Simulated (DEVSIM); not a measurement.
Structure: abrupt Ge n-p junction, at 250 K.

```
layer (left to right)  material  thickness (μm)  Nd (cm⁻³)  Na (cm⁻³)  τn (s)  τp (s)
---------------------  --------  --------------  ---------  ---------  ------  ------
1                            Ge            7.40     1.9e16          -  6.7e-6  6.7e-6
2                            Ge            6.30          -     4.7e17  6.7e-6  6.7e-6
```

Left contact: ohmic. Right contact: ohmic. Voltage is applied to the left contact. Recombination: SRH at mid-gap, Auger. Mobility is μmin + (μ − μmin)/(1 + (N/Nref)^α).

Constants are typed, rounded textbook-type inputs, not results; the design itself was drawn at random and stands for no fabricated device. Values at 300 K; Nc and Nv go as T^1.5, mobilities as T to minus their exponent, the gap by Varshni's rule with the affinity fixed.

| parameter | Ge |
|---|---|
| gap (eV) | 0.664 |
| affinity (eV) | 4 |
| permittivity | 16 |
| Nc (cm⁻³) | 1.04e19 |
| Nv (cm⁻³) | 6e18 |
| μn (cm²/Vs) | 3900 |
| μp (cm²/Vs) | 1900 |
| μn,min | 150 |
| μp,min | 100 |
| Nref,n | 2.6e17 |
| Nref,p | 4e17 |
| αn | 0.56 |
| αp | 0.6 |
| T exponent of μn | 1.66 |
| T exponent of μp | 2.33 |
| Cn (cm⁶/s) | 1e-31 |
| Cp (cm⁶/s) | 1e-31 |
| Varshni α (eV/K) | 0.000477 |
| Varshni β (K) | 235 |

Simulated with DEVSIM: 1D drift-diffusion, Boltzmann statistics, complete ionisation; no tunnelling, impact ionisation, image-force lowering or self-heating.

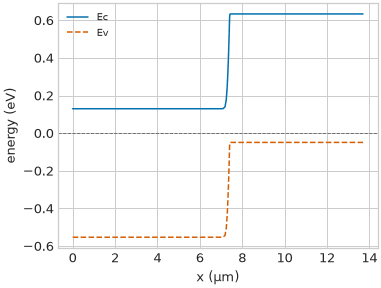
Figure. Band edges at zero bias

Energies count from the Fermi level of the right contact; mesh points crowd at the junctions.

```json
[
 {"x (μm)": "0.000", "Ec (eV)": "0.130", "Ev (eV)": "-0.553", "n (cm⁻³)": "1.9e16", "p (cm⁻³)": "3.3e7", "field (V/cm)": "≈ 0"},
 {"x (μm)": "0.03246", "Ec (eV)": "0.130", "Ev (eV)": "-0.553", "n (cm⁻³)": "1.9e16", "p (cm⁻³)": "3.3e7", "field (V/cm)": "≈ 0"},
 {"x (μm)": "0.1140", "Ec (eV)": "0.130", "Ev (eV)": "-0.553", "n (cm⁻³)": "1.9e16", "p (cm⁻³)": "3.3e7", "field (V/cm)": "≈ 0"},
 {"x (μm)": "0.2996", "Ec (eV)": "0.130", "Ev (eV)": "-0.553", "n (cm⁻³)": "1.9e16", "p (cm⁻³)": "3.3e7", "field (V/cm)": "≈ 0"},
 {"x (μm)": "1.025", "Ec (eV)": "0.130", "Ev (eV)": "-0.553", "n (cm⁻³)": "1.9e16", "p (cm⁻³)": "3.3e7", "field (V/cm)": "≈ 0"},
 {"x (μm)": "2.435", "Ec (eV)": "0.130", "Ev (eV)": "-0.553", "n (cm⁻³)": "1.9e16", "p (cm⁻³)": "3.3e7", "field (V/cm)": "≈ 0"},
 {"x (μm)": "4.941", "Ec (eV)": "0.130", "Ev (eV)": "-0.553", "n (cm⁻³)": "1.9e16", "p (cm⁻³)": "3.3e7", "field (V/cm)": "≈ 0"},
 {"x (μm)": "6.658", "Ec (eV)": "0.130", "Ev (eV)": "-0.553", "n (cm⁻³)": "1.9e16", "p (cm⁻³)": "3.3e7", "field (V/cm)": "≈ 0"},
 {"x (μm)": "7.097", "Ec (eV)": "0.131", "Ev (eV)": "-0.552", "n (cm⁻³)": "1.8e16", "p (cm⁻³)": "3.4e7", "field (V/cm)": "200"},
 {"x (μm)": "7.290", "Ec (eV)": "0.244", "Ev (eV)": "-0.439", "n (cm⁻³)": "9.5e13", "p (cm⁻³)": "6.6e9", "field (V/cm)": "20000"},
 {"x (μm)": "7.367", "Ec (eV)": "0.461", "Ev (eV)": "-0.222", "n (cm⁻³)": "4.1e9", "p (cm⁻³)": "1.5e14", "field (V/cm)": "36000"},
 {"x (μm)": "7.408", "Ec (eV)": "0.620", "Ev (eV)": "-0.063", "n (cm⁻³)": "2500000", "p (cm⁻³)": "2.5e17", "field (V/cm)": "19000"},
 {"x (μm)": "7.451", "Ec (eV)": "0.634", "Ev (eV)": "-0.049", "n (cm⁻³)": "1300000", "p (cm⁻³)": "4.7e17", "field (V/cm)": "29"},
 {"x (μm)": "7.552", "Ec (eV)": "0.634", "Ev (eV)": "-0.049", "n (cm⁻³)": "1300000", "p (cm⁻³)": "4.7e17", "field (V/cm)": "≈ 0"},
 {"x (μm)": "7.946", "Ec (eV)": "0.634", "Ev (eV)": "-0.049", "n (cm⁻³)": "1300000", "p (cm⁻³)": "4.7e17", "field (V/cm)": "≈ 0"},
 {"x (μm)": "8.710", "Ec (eV)": "0.634", "Ev (eV)": "-0.049", "n (cm⁻³)": "1300000", "p (cm⁻³)": "4.7e17", "field (V/cm)": "≈ 0"},
 {"x (μm)": "10.55", "Ec (eV)": "0.634", "Ev (eV)": "-0.049", "n (cm⁻³)": "1300000", "p (cm⁻³)": "4.7e17", "field (V/cm)": "≈ 0"},
 {"x (μm)": "12.37", "Ec (eV)": "0.634", "Ev (eV)": "-0.049", "n (cm⁻³)": "1300000", "p (cm⁻³)": "4.7e17", "field (V/cm)": "≈ 0"},
 {"x (μm)": "13.30", "Ec (eV)": "0.634", "Ev (eV)": "-0.049", "n (cm⁻³)": "1300000", "p (cm⁻³)": "4.7e17", "field (V/cm)": "≈ 0"},
 {"x (μm)": "13.54", "Ec (eV)": "0.634", "Ev (eV)": "-0.049", "n (cm⁻³)": "1300000", "p (cm⁻³)": "4.7e17", "field (V/cm)": "≈ 0"},
 {"x (μm)": "13.65", "Ec (eV)": "0.634", "Ev (eV)": "-0.049", "n (cm⁻³)": "1300000", "p (cm⁻³)": "4.7e17", "field (V/cm)": "≈ 0"},
 {"x (μm)": "13.70", "Ec (eV)": "0.634", "Ev (eV)": "-0.049", "n (cm⁻³)": "1300000", "p (cm⁻³)": "4.7e17", "field (V/cm)": "≈ 0"}
]
```
